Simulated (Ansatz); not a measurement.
# HF/STO-3G run of BCl (SMILES [B]Cl)

Aim: the vertical ionisation energy of BCl at HF/STO-3G, from 2 runs. 

The calculation is run with Ansatz 0.2.0.

40 further runs of the same task are left out: 40 set aside as unsound or not needed.

### 1 The molecule

BCl: 2 atoms, total charge 0, spin state singlet. SMILES: `[B]Cl`. Geometry: relaxed at PBE0-D4/def2-TZVP.

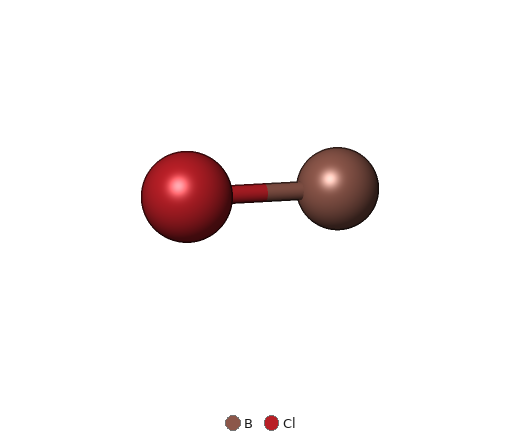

Viewed from a chosen angle; boron brown, chlorine red.

### 2 The energy at HF/STO-3G

Input file input.yaml:

```yaml
crystal:
  periodic: [false, false, false]
  atoms:
    - {symbol: B, position_ang: [-0.000000, -0.000000, -0.069660]}
    - {symbol: Cl, position_ang: [0.000000, 0.000000, 1.648190]}
basis:
  gaussian:
    orbitals: STO-3G
hamiltonian:
  xc: hf
accuracy: high
output: {orbitals: {seedname: orbitals}}
```

Launch:

```console
$ ansatz run input.yaml --threads 1 --pin off --max-ram 3480MiB --events-out events.jsonl --progress --plain --runs-dir runs
```

Output:

```text
Warning: RAYON_NUM_THREADS=1 ignored (pool sized by the plan → 1); use --threads N
Functional definition: HF
  name "HF"
  exchange = exact_x
  correlation = 0
224 factors; integrals over basis functions are off by at most 9.4e-9 eV
mean field evaluation 1: about -13029.3769 eV, gradient 1.2e1 eV
mean field evaluation 2: about -13029.3991 eV, gradient 1.2e1 eV
mean field evaluation 4: about -13030.1966 eV, gradient 5.9e-1 eV
mean field evaluation 8: about -13030.1981 eV, gradient 7.4e-6 eV
mean field -13030.19805870 eV, -478.8509464717 hartree, gradient 5.6e-9 eV, S^2 0.000000; 0 other end points of the search recorded, 0 dependent functions left out
reference -13030.19805870 eV, -478.8509464717 hartree; 11, 11 occupied and 3, 3 virtual orbitals, 224 factors
Total energy: -13030.19805870 eV, -478.8509464717 hartree
```

Wall time 0.08 s (1 thread of Arm Neoverse V1, shared host).

### 3 The doublet cation, same level

Input file run.yaml:

```yaml
basis:
  gaussian:
    orbitals: STO-3G
crystal:
  periodic: [false, false, false]
  atoms:
    - {symbol: B, position_ang: [-0.000000, -0.000000, -0.069660]}
    - {symbol: Cl, position_ang: [0.000000, 0.000000, 1.648190]}
hamiltonian:
  xc: hf
accuracy: high
total_charge: 1
magnetization:
  spin_polarized: true
  initial_magnetization: 1
output:
  orbitals: {seedname: orbitals}
```

Launch:

```console
$ ansatz run run.yaml --threads 1 --pin off --max-ram 3480MiB --events-out events.jsonl --progress --plain --runs-dir runs
```

Output:

```text
Warning: RAYON_NUM_THREADS=1 ignored (pool sized by the plan → 1); use --threads N
[... 4 set-up lines as earlier in the session ...]
224 factors; integrals over basis functions are off by at most 9.4e-9 eV
mean field evaluation 1: about -13019.0514 eV, gradient 1.7e1 eV
mean field evaluation 2: about -13019.0697 eV, gradient 1.7e1 eV
mean field evaluation 4: about -13022.7410 eV, gradient 2.2e0 eV
mean field evaluation 8: about -13022.8400 eV, gradient 3.8e-2 eV
mean field evaluation 16: about -13022.8400 eV, gradient 2.7e-8 eV
mean field -13022.83999893 eV, -478.5805427625 hartree, gradient 2.7e-8 eV, S^2 0.763089; 0 other end points of the search recorded, 0 dependent functions left out
reference -13022.83999893 eV, -478.5805427625 hartree; 11, 10 occupied and 3, 4 virtual orbitals, 224 factors
Total energy: -13022.83999893 eV, -478.5805427625 hartree
```

Wall time 0.08 s (1 thread of Arm Neoverse V1, shared host).

### 4 Summary of results

At HF/STO-3G:

```
                                          quantity          value
                         singlet BCl: total energy  -478.85095 Eh
                          singlet BCl: HOMO energy       -8.23 eV
                          singlet BCl: LUMO energy        6.47 eV
                        singlet BCl: HOMO–LUMO gap       14.70 eV
                      doublet cation: total energy  -478.58054 Eh
doublet cation: HOMO energy (highest over α and β)      -20.98 eV
 doublet cation: LUMO energy (lowest over α and β)       -6.45 eV
                              doublet cation: ⟨S²⟩          0.763
vertical ionisation energy (to the doublet cation)       7.358 eV
```

**Reading.** The vertical ionisation energy comes to 7.36 eV (710 kJ/mol). The negative HOMO energy of the first species, 8.23 eV, lies 0.87 eV above that difference. In a minimal basis such a difference can be off by several eV, whatever the method.
